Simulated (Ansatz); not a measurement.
**CH6Al2OS: two torsions**

How does the energy of CH6Al2OS, SMILES [CH3][Al]([SH])[AlH][OH] change over two coordinates at once? A grid of runs gives the map.

The runs use Ansatz 0.2.0; RKS B3LYP-D4/def2-SVP.

**1. Starting geometry**

SMILES `[CH3][Al]([SH])[AlH][OH]`, 11 atoms, charge 0, spin multiplicity 1.

Atoms are counted from 1 here; the program's logs count them from 0.

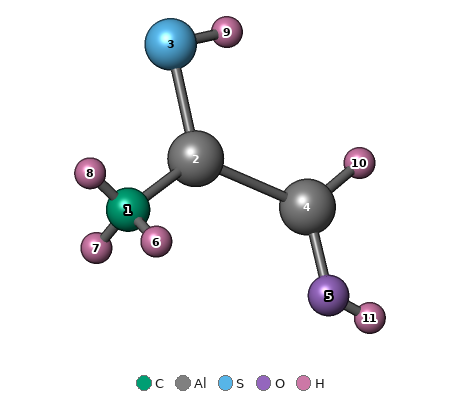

As it starts; carbon teal, aluminium grey, sulfur blue, oxygen purple, hydrogen pink; atoms are numbered from 1 in the order of the file.

Coordinates:

| atom | x (Å) | y (Å) | z (Å) |
| --- | --- | --- | --- |
| C1 | -1.1705 | -1.7245 | 0.7549 |
| Al2 | 0.2280 | -0.3464 | 0.6575 |
| S3 | 1.6699 | -0.3656 | 2.3452 |
| Al4 | 0.5862 | 1.4763 | -1.1345 |
| O5 | -0.5067 | 1.4547 | -2.4780 |
| H6 | -1.2803 | -2.2581 | -0.2136 |
| H7 | -2.1540 | -1.2483 | 0.9657 |
| H8 | -0.9790 | -2.4748 | 1.5499 |
| H9 | 2.3861 | 0.7071 | 1.9031 |
| H10 | 1.7263 | 2.6201 | -1.1303 |
| H11 | -0.4406 | 2.1023 | -3.1994 |

This geometry comes from a loose relaxation at PBE in a small basis, which is not shown.

**3. Setting up the map**

The axes are (1) dihedral C1–Al2–S3–H9: 9 values from −180 to 140 °, periodic; (2) dihedral Al2–Al4–O5–H11: 9 values from −180 to 140 °, periodic.

Nothing else is relaxed (all other coordinates rigid). Energies count from the relaxed molecule at the same level. Points are written as (first, second).

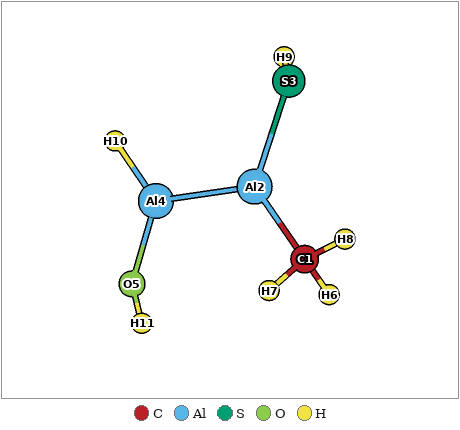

The geometry at (140°, 20°).

(The set-up runs are not shown.)

**4. Grid point (140°, 20°)**

Contents of input.yaml:

```yaml
crystal:
  periodic: [false, false, false]
  atoms:
    - { symbol: C, position_ang: [-1.159815, -1.6976, 0.739542] }
    - { symbol: Al, position_ang: [0.244953, -0.332184, 0.667957] }
    - { symbol: S, position_ang: [1.681742, -0.396796, 2.347964] }
    - { symbol: Al, position_ang: [0.581227, 1.477085, -1.12899] }
    - { symbol: O, position_ang: [-0.539413, 1.471943, -2.429412] }
    - { symbol: H, position_ang: [-1.132688, -2.330417, -0.165277] }
    - { symbol: H, position_ang: [-2.158513, -1.226345, 0.759016] }
    - { symbol: H, position_ang: [-1.076034, -2.356027, 1.619298] }
    - { symbol: H, position_ang: [2.783269, -0.137656, 1.604791] }
    - { symbol: H, position_ang: [1.723364, 2.595219, -1.154036] }
    - { symbol: H, position_ang: [-1.407663, 1.055814, -2.411901] }
basis:
  gaussian: { orbitals: def2-SVP }
hamiltonian:
  xc: { name: B3LYP }
  dispersion: d4
output:
  forces: true
```

Launch:

```console
$ ansatz run input.yaml --threads 1 --pin off --max-ram 2560MiB --backend cpu --events-out ev --progress --plain --runs-dir out
```

The session goes on with these runs: the other points that were computed.

**Question.** What will these runs give? Wanted: lowest point; highest computed point; largest force on an atom.

The runs gave:

| quantity | value |
| --- | --- |
| lowest point | (−180°, −180°), 0.0 kJ/mol |
| highest computed point | (100°, −100°), 56.6 kJ/mol above the lowest |
| largest force on an atom (eV/Å) | 0.00 at (−180°, −180°) to 0.66 at (−100°, −100°); 0.00 at the lowest point |
| time for the whole task | 19 min on 1 thread, shared host |

In words: The lowest computed point is at (−180°, −180°), 0.0 kJ/mol from the relaxed molecule at the same level. There are further wells near (20°, −180°) (5.3 kJ/mol above the lowest at that grid point); (−180°, 20°) (7.2 kJ/mol above the lowest at that grid point); (20°, 20°) (12.5 kJ/mol above the lowest at that grid point). The highest computed point, (100°, −100°), lies 56.6 kJ/mol above the lowest. On the interpolated surface the easiest way out of the lowest well to the well at (−180°, 20°) passes a barrier of about 21 kJ/mol. Round the minimum the two coordinates are nearly uncoupled.
